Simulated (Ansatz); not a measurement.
Nudged elastic band of SnH4SeO2

The run: nudged elastic band of SnH4SeO2. Method and program: RKS PBE0-D4/def2-SVP (Ansatz 0.2.0).

One setting was made poor on purpose. It belongs to a series of runs on one base structure; here: band between the two ends. Figures and captions count atoms from 1; the log counts them from 0 in places.

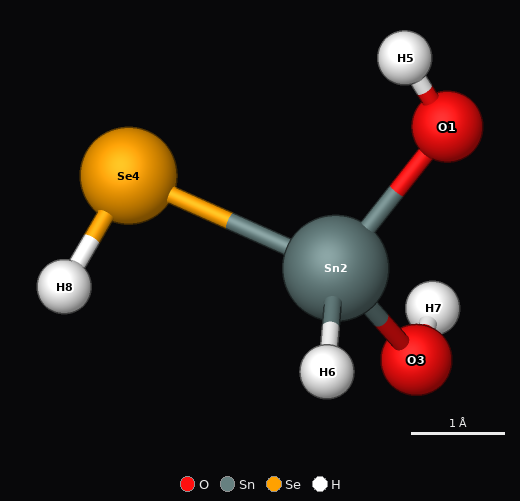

Fig. 1: The input geometry (ball-and-stick view, seen at a tilt; atoms are numbered from 1 in the order of the input). Sticks mark near contacts.

## Results in brief

| quantity | value |
| --- | --- |
| outcome | converged |
| barrier, forward | 1.837 eV |
| barrier, backward | 2.691 eV |
| hardware | 2 threads of AMD EPYC (Zen 4), 16 GiB of memory available, shared host |
| wall time | 3.9 min (CPU time 7.5 min) |
| peak memory | 0.29 GiB |

## Remarks

A deliberately poor setting: spring. The order of the saddle point was not checked.

## Input
```yaml
crystal:
  periodic: [false, false, false]
  atoms:
    - { symbol: O, position_ang: [-0.355753, 1.509584, -1.215423] }
    - { symbol: Sn, position_ang: [0.055462, 0.281891, 0.28201] }
    - { symbol: O, position_ang: [2.01693, 0.096935, 0.229383] }
    - { symbol: Se, position_ang: [-1.179744, -1.877955, -0.221949] }
    - { symbol: H, position_ang: [-1.257873, 1.399273, -1.538464] }
    - { symbol: H, position_ang: [-0.278335, 0.919505, 1.829203] }
    - { symbol: H, position_ang: [2.3347, -0.191322, -0.634623] }
    - { symbol: H, position_ang: [-1.243188, -2.195012, 1.214163] }
basis:
  gaussian: { orbitals: def2-SVP }
hamiltonian:
  xc: pbe0
  dispersion: d4
neb:
  order_check: false
  images: 7
  f_tol: 0.03
  max_iterations: 60
  spring: 50.0
  final_atoms:
    - { symbol: O, position_ang: [-0.92645209, 1.66043242, -1.31200223] }
    - { symbol: Sn, position_ang: [-1.03774195, 0.81407705, 0.49357759] }
    - { symbol: O, position_ang: [1.41488751, 0.44576248, 0.56684673] }
    - { symbol: Se, position_ang: [-0.78454413, -1.70382529, -0.39423645] }
    - { symbol: H, position_ang: [-0.69568282, 1.07779903, -2.0444993] }
    - { symbol: H, position_ang: [1.81688895, 0.37319281, 1.44213897] }
    - { symbol: H, position_ang: [1.32288039, -0.47318563, 0.24032108] }
    - { symbol: H, position_ang: [-1.01803686, -2.25135386, 0.95215362] }
  initial_path:
    images:
      - { positions_ang: [[-0.355753, 1.509584, -1.215423], [0.055462, 0.281891, 0.28201], [2.01693, 0.096935, 0.229383], [-1.179744, -1.877955, -0.221949], [-1.257873, 1.399273, -1.538464], [-0.278335, 0.919505, 1.829203], [2.3347, -0.191322, -0.634623], [-1.243188, -2.195012, 1.214163]] }
      - { positions_ang: [[-0.36586146, 1.51972625, -1.24582027], [-0.0225979, 0.31858248, 0.27055063], [1.92234363, 0.11841668, 0.328939], [-1.19648748, -1.86387192, -0.2222189], [-1.2964539, 1.44541474, -1.54485012], [-0.06153173, 0.85650763, 1.66017228], [2.26213502, -0.22705163, -0.50367418], [-1.14934719, -2.22482522, 1.20120157]] }
      - { positions_ang: [[-0.37596993, 1.52986851, -1.27621755], [-0.1006578, 0.35527395, 0.25909126], [1.82775726, 0.13989835, 0.42849499], [-1.21323095, -1.84978885, -0.22248881], [-1.33503479, 1.49155649, -1.55123623], [0.15527154, 0.79351026, 1.49114156], [2.18957005, -0.26278126, -0.37272537], [-1.05550637, -2.25463844, 1.18824015]] }
      - { positions_ang: [[-0.38607839, 1.54001076, -1.30661482], [-0.1787177, 0.39196543, 0.24763189], [1.73317089, 0.16138003, 0.52805099], [-1.22997443, -1.83570577, -0.22275871], [-1.37361569, 1.53769823, -1.55762235], [0.37207481, 0.73051288, 1.32211084], [2.11700507, -0.29851089, -0.24177655], [-0.96166556, -2.28445167, 1.17527872]] }
      - { positions_ang: [[-0.39618686, 1.55015301, -1.33701209], [-0.2567776, 0.4286569, 0.23617252], [1.63858452, 0.18286171, 0.62760699], [-1.2467179, -1.8216227, -0.22302862], [-1.41219659, 1.58383998, -1.56400847], [0.58887807, 0.66751551, 1.15308012], [2.04444009, -0.33424053, -0.11082773], [-0.86782474, -2.31426489, 1.16231729]] }
      - { positions_ang: [[-0.52875317, 1.57772286, -1.33075963], [-0.45201869, 0.52501194, 0.30052379], [1.58266027, 0.2485869, 0.61241692], [-1.13117446, -1.79217335, -0.26583057], [-1.23306814, 1.45732974, -1.68413118], [0.89588079, 0.59393484, 1.22534483], [1.86405017, -0.3689768, -0.02304053], [-0.90537777, -2.29853713, 1.10977637]] }
      - { positions_ang: [[-0.66131948, 1.60529272, -1.32450716], [-0.64725977, 0.62136698, 0.36487506], [1.52673601, 0.31431209, 0.59722686], [-1.01563101, -1.762724, -0.30863253], [-1.0539397, 1.3308195, -1.80425389], [1.20288351, 0.52035416, 1.29760954], [1.68366024, -0.40371308, 0.06474667], [-0.9429308, -2.28280938, 1.05723545]] }
      - { positions_ang: [[-0.79388579, 1.63286257, -1.3182547], [-0.84250086, 0.71772201, 0.42922632], [1.47081176, 0.38003728, 0.58203679], [-0.90008757, -1.73327465, -0.35143449], [-0.87481126, 1.20430927, -1.92437659], [1.50988623, 0.44677349, 1.36987426], [1.50327032, -0.43844935, 0.15253387], [-0.98048383, -2.26708162, 1.00469453]] }
      - { positions_ang: [[-0.92645209, 1.66043242, -1.31200223], [-1.03774195, 0.81407705, 0.49357759], [1.41488751, 0.44576248, 0.56684673], [-0.78454413, -1.70382529, -0.39423645], [-0.69568282, 1.07779903, -2.0444993], [1.81688895, 0.37319281, 1.44213897], [1.32288039, -0.47318563, 0.24032108], [-1.01803686, -2.25135386, 0.95215362]] }
```

Launched with:
```bash
ansatz run input.yaml --threads 2 --pin off --max-ram 3072MiB --backend cpu --events-out ev --progress --plain --runs-dir out
```

## What the program printed
```
Engine: ansatz 0.2.0, x86_64-unknown-linux-gnu
Functional definition: PBE0
  parameter a = 0.25
  parameter kappa = 0.804
  parameter beta = 0.06672455060314922
  exchange = (1 - a)*pbe_x(kappa = kappa, mu = beta*pi^2/3) + a*exact_x
  correlation = pbe_c(beta = beta)
1195 factors; integrals over basis functions are off by at most 3.6e-4 eV
mean field evaluation 1: about -75309.4038 eV, gradient 6.9e1 eV
mean field evaluation 2: about -75273.5585 eV, gradient 1.5e2 eV
mean field evaluation 4: about -75318.0617 eV, gradient 6.6e0 eV
mean field evaluation 8: about -75318.1876 eV, gradient 1.9e-1 eV
mean field evaluation 16: about -75318.1877 eV, gradient 5.6e-5 eV
mean field -75318.18774616 eV, -2767.8923471700 hartree, gradient 5.6e-5 eV, S^2 0.000000; 0 other end points of the search recorded, 0 dependent functions left out
the calculation of the forces begins
reference -75318.18777456 eV, -2767.8923482139 hartree; 38, 38 occupied and 68, 68 virtual orbitals, 1195 factors
1197 factors; integrals over basis functions are off by at most 1.1e-3 eV
mean field evaluation 32: about -75319.0235 eV, gradient 1.0e-5 eV
mean field -75319.02354944 eV, -2767.9230623740 hartree, gradient 1.0e-5 eV, S^2 0.000000; 0 other end points of the search recorded, 0 dependent functions left out
[... from here on the field's lines of each further geometry are left out, up to the last ...]
NEB iter   1: max|band force component| = 3.333e1 eV/Å  barrier→ = 6.4973 eV  barrier← = 7.3510 eV  Δτ_max = 0.2000 Å  (249 SCF iters)
NEB iter   2: max|band force component| = 5.617e0 eV/Å  barrier→ = 3.0622 eV  barrier← = 3.9160 eV  Δτ_max = 0.2000 Å  (245 SCF iters)
NEB iter   3: max|band force component| = 2.880e0 eV/Å  barrier→ = 2.0643 eV  barrier← = 2.9181 eV  Δτ_max = 0.2000 Å  (230 SCF iters)
NEB iter   4: max|band force component| = 2.080e0 eV/Å  barrier→ = 2.0116 eV  barrier← = 2.8654 eV  Δτ_max = 0.1934 Å  (213 SCF iters)
NEB iter   5: max|band force component| = 9.955e-1 eV/Å  barrier→ = 1.8715 eV  barrier← = 2.7252 eV  Δτ_max = 0.0724 Å  (220 SCF iters)
NEB iter   6: max|band force component| = 6.400e-1 eV/Å  barrier→ = 1.8373 eV  barrier← = 2.6910 eV  Δτ_max = 0.1357 Å  (218 SCF iters)
NEB iter   7: max|band force component| = 2.778e-1 eV/Å  barrier→ = 1.8483 eV  barrier← = 2.7020 eV  CI = image 4  Δτ_max = 0.1915 Å  (220 SCF iters)
NEB iter   8: max|band force component| = 1.931e-1 eV/Å  barrier→ = 1.8410 eV  barrier← = 2.6948 eV  CI = image 4  Δτ_max = 0.1241 Å  (218 SCF iters)
NEB iter   9: max|band force component| = 8.723e-2 eV/Å  barrier→ = 1.8396 eV  barrier← = 2.6933 eV  CI = image 4  Δτ_max = 0.0399 Å  (221 SCF iters)
NEB iter  10: max|band force component| = 1.109e-1 eV/Å  barrier→ = 1.8384 eV  barrier← = 2.6922 eV  CI = image 4  Δτ_max = 0.0199 Å  (221 SCF iters)
NEB iter  11: max|band force component| = 5.688e-2 eV/Å  barrier→ = 1.8378 eV  barrier← = 2.6916 eV  CI = image 4  Δτ_max = 0.0200 Å  (226 SCF iters)
NEB iter  12: max|band force component| = 3.532e-2 eV/Å  barrier→ = 1.8374 eV  barrier← = 2.6912 eV  CI = image 4  Δτ_max = 0.0400 Å  (225 SCF iters)
NEB iter  13: max|band force component| = 3.963e-2 eV/Å  barrier→ = 1.8372 eV  barrier← = 2.6910 eV  CI = image 4  Δτ_max = 0.0199 Å  (197 SCF iters)
NEB iter  14: max|band force component| = 3.766e-2 eV/Å  barrier→ = 1.8371 eV  barrier← = 2.6908 eV  CI = image 4  Δτ_max = 0.0199 Å  (194 SCF iters)
the calculation of the forces begins
reference -75318.98202479 eV, -2767.9215363713 hartree; 38, 38 occupied and 68, 68 virtual orbitals, 1197 factors
1195 factors; integrals over basis functions are off by at most 8.7e-4 eV
mean field -75316.35387614 eV, -2767.8249536899 hartree, gradient 1.8e-5 eV, S^2 0.000000; 1 other end points of the search recorded, 0 dependent functions left out
the calculation of the forces begins
reference -75316.35390335 eV, -2767.8249546899 hartree; 38, 38 occupied and 68, 68 virtual orbitals, 1195 factors
NEB iter  15: max|band force component| = 2.395e-2 eV/Å  barrier→ = 1.8370 eV  barrier← = 2.6907 eV  CI = image 4  Δτ_max = 0.0000 Å  (394 SCF iters)
```

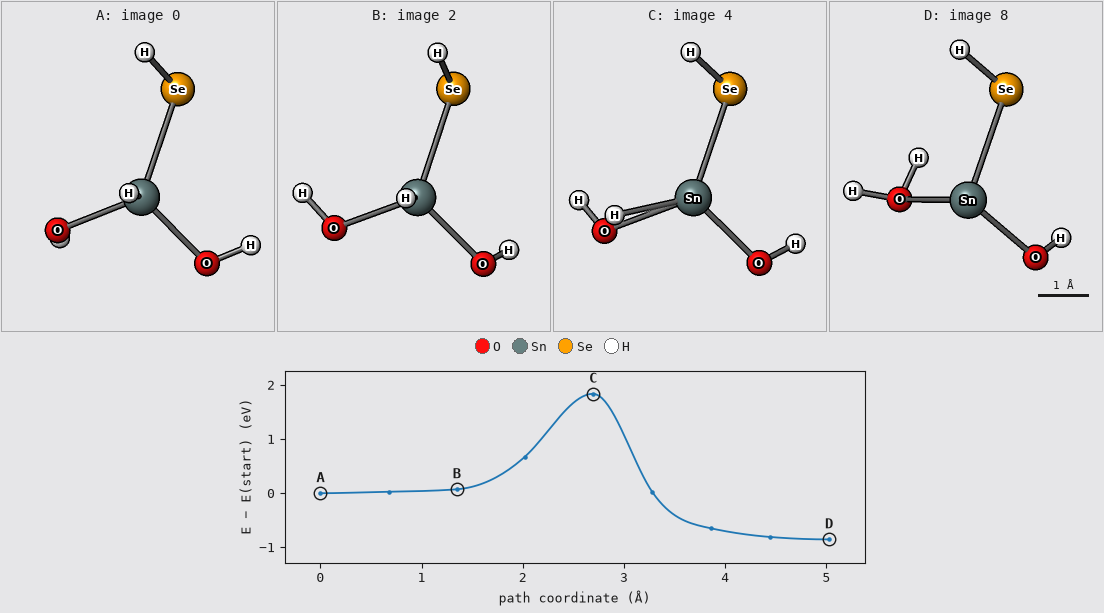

Fig. 2: Images of the last band (counted from 0; ball-and-stick, seen on its broad side) above the energy along the path; the line is a cubic interpolation that uses the forces. The highest image is number 4, 1.837 eV above the start and 2.691 eV above the end (the climbing image); the end lies 0.854 eV below the start. The path is 5.02 Å long. The band converged in 15 iterations.

```
Total energy: -75316.50598720 eV, -2767.8305436683 hartree
Atom 0 at    -0.790608     1.688548    -1.143876 Å, force     0.002835     0.000853     0.001125 eV/Å
Atom 1 at    -0.295223     0.447525     0.317241 Å, force    -0.000951    -0.002893     0.000328 eV/Å
Atom 2 at     1.830189     0.381099     0.219741 Å, force     0.002371    -0.004097    -0.001150 eV/Å
Atom 3 at    -1.291310    -1.811482    -0.368322 Å, force     0.003875    -0.000716     0.001051 eV/Å
Atom 4 at    -1.377025     1.293096    -1.800100 Å, force    -0.002002    -0.001250     0.000775 eV/Å
Atom 5 at     0.967109     0.706782     1.521530 Å, force     0.000883     0.000184    -0.001052 eV/Å
Atom 6 at     2.266241    -0.483959     0.172657 Å, force    -0.003014     0.006024     0.000315 eV/Å
Atom 7 at    -1.217175    -2.278710     1.025429 Å, force    -0.003997     0.001895    -0.001393 eV/Å
Dipole moment:    -0.174985    -0.411134     0.287126 e Å
this run last wrote the band of iteration 15 to [file]
```

## The last band as extended XYZ (Å, eV, eV/Å)
```
8
Properties=species:S:1:pos:R:3:forces:R:3 image=0 energy=-75318.34296
O    -0.3558    1.5096   -1.2154   -0.0029   0.0073  -0.0109
Sn    0.0555    0.2819    0.2820   -0.0062  -0.0052   0.0177
O     2.0169    0.0969    0.2294    0.0075  -0.0012  -0.0025
Se   -1.1797   -1.8780   -0.2219    0.0006  -0.0004   0.0006
H    -1.2579    1.3993   -1.5385   -0.0007   0.0009  -0.0019
H    -0.2783    0.9195    1.8292    0.0008  -0.0020  -0.0021
H     2.3347   -0.1913   -0.6346    0.0022   0.0004  -0.0001
H    -1.2432   -2.1950    1.2142   -0.0012   0.0003  -0.0009
8
Properties=species:S:1:pos:R:3:forces:R:3 image=1 energy=-75318.31547
O    -0.6212    1.6999   -1.0084    0.0050  -0.0111  -0.0011
Sn    0.0442    0.3596    0.2846    0.0131   0.0009   0.0097
O     2.0049    0.2258    0.0585   -0.0178  -0.0127   0.0224
Se   -1.0484   -1.8715   -0.2561    0.0064  -0.0011   0.0038
H    -1.1357    1.3015   -1.7198    0.0066   0.0060  -0.0019
H    -0.2202    0.9408    1.8625   -0.0133   0.0069   0.0004
H     2.2562   -0.5498   -0.4566   -0.0008   0.0091  -0.0356
H    -1.1876   -2.1635    1.1796    0.0007   0.0021   0.0023
8
Properties=species:S:1:pos:R:3:forces:R:3 image=2 energy=-75318.27056
O    -0.7327    1.7174   -0.9691    0.0121   0.0077   0.0419
Sn    0.0475    0.3509    0.2191    0.0318  -0.0145  -0.0014
O     1.9579    0.2612   -0.2916    0.0173  -0.0246  -0.0841
Se   -1.1208   -1.8508   -0.2928    0.0553  -0.0192   0.0185
H    -1.1850    1.3189   -1.7227    0.0405   0.0209   0.0211
H    -0.0046    0.8804    1.8402   -0.1652   0.0088   0.0261
H     2.3652   -0.5537    0.0256    0.0287  -0.0127  -0.0579
H    -1.2353   -2.1814    1.1356   -0.0204   0.0336   0.0357
8
Properties=species:S:1:pos:R:3:forces:R:3 image=3 energy=-75317.66860
O    -0.7719    1.6847   -1.0826    0.0386   0.0181   0.2119
Sn   -0.0508    0.3879    0.2268    0.7008  -0.1584  -0.2313
O     1.9166    0.3344   -0.0649    0.2254  -0.1684  -0.8245
Se   -1.2694   -1.7810   -0.3416    0.0239   0.1054   0.0927
H    -1.3293    1.2718   -1.7566    0.0881  -0.0134   0.1845
H     0.5115    0.8416    1.7595   -1.1764   0.3322   0.6245
H     2.2960   -0.5194    0.1631    0.0866  -0.1278  -0.1132
H    -1.2105   -2.2770    1.0406    0.0131   0.0124   0.0554
8
Properties=species:S:1:pos:R:3:forces:R:3 image=4 energy=-75316.50596
O    -0.7906    1.6885   -1.1439    0.0028   0.0009   0.0011
Sn   -0.2952    0.4475    0.3172   -0.0010  -0.0029   0.0003
O     1.8302    0.3811    0.2197    0.0024  -0.0041  -0.0011
Se   -1.2913   -1.8115   -0.3683    0.0039  -0.0007   0.0011
H    -1.3770    1.2931   -1.8001   -0.0020  -0.0013   0.0008
H     0.9671    0.7068    1.5215    0.0009   0.0002  -0.0011
H     2.2662   -0.4840    0.1727   -0.0030   0.0060   0.0003
H    -1.2172   -2.2787    1.0254   -0.0040   0.0019  -0.0014
8
Properties=species:S:1:pos:R:3:forces:R:3 image=5 energy=-75318.31251
O    -0.7801    1.6760   -1.2050   -0.0586  -0.0353  -0.2183
Sn   -0.5656    0.5080    0.3850   -1.4684   0.3279   0.4205
O     1.7811    0.4452    0.4225   -0.2479   0.3465   0.9468
Se   -1.2705   -1.8521   -0.4206    0.0723  -0.2165  -0.1856
H    -1.3426    1.2854   -1.8800   -0.0055  -0.0035  -0.2623
H     1.3124    0.5804    1.3280    2.0884  -0.7385  -1.1690
H     2.2008   -0.4312    0.3194   -0.3426   0.2838   0.5563
H    -1.2431   -2.2688    0.9951   -0.0378   0.0355  -0.0884
8
Properties=species:S:1:pos:R:3:forces:R:3 image=6 energy=-75318.99176
O    -0.8574    1.6537   -1.2518   -0.0838  -0.0106  -0.0212
Sn   -0.8173    0.6269    0.4617   -0.1836   0.0913   0.0806
O     1.6813    0.4550    0.4980   -0.0705  -0.0038   0.0273
Se   -1.1307   -1.8185   -0.4619    0.0949   0.0331  -0.0128
H    -1.2007    1.1838   -2.0190    0.0762  -0.0643  -0.0688
H     1.6702    0.5506    1.4586    0.3132  -0.0307   0.0746
H     2.0445   -0.4274    0.3319   -0.1170  -0.0044  -0.0434
H    -1.2977   -2.2813    0.9269   -0.0293  -0.0106  -0.0362
8
Properties=species:S:1:pos:R:3:forces:R:3 image=7 energy=-75319.15128
O    -0.9139    1.6488   -1.2821   -0.0236   0.0028  -0.0011
Sn   -0.9376    0.7364    0.4972   -0.0299   0.0315   0.0174
O     1.5505    0.4643    0.5655   -0.0328  -0.0017   0.0096
Se   -0.8858   -1.7467   -0.4390    0.0649   0.0235   0.0129
H    -0.9802    1.0756   -2.0541    0.0511  -0.0275   0.0037
H     1.8481    0.5062    1.4831    0.0650  -0.0179  -0.0054
H     1.6766   -0.4597    0.2948   -0.1079  -0.0115  -0.0278
H    -1.2656   -2.2820    0.8789    0.0132   0.0009  -0.0092
8
Properties=species:S:1:pos:R:3:forces:R:3 image=8 energy=-75319.19669
O    -0.9265    1.6604   -1.3120    0.0028  -0.0020  -0.0036
Sn   -1.0377    0.8141    0.4936   -0.0016  -0.0034  -0.0037
O     1.4149    0.4458    0.5668    0.0018  -0.0054   0.0058
Se   -0.7845   -1.7038   -0.3942   -0.0013  -0.0001   0.0042
H    -0.6957    1.0778   -2.0445   -0.0019   0.0041   0.0047
H     1.8169    0.3732    1.4421   -0.0001   0.0027  -0.0027
H     1.3229   -0.4732    0.2403   -0.0002   0.0033  -0.0032
H    -1.0180   -2.2514    0.9522    0.0005   0.0009  -0.0014
```
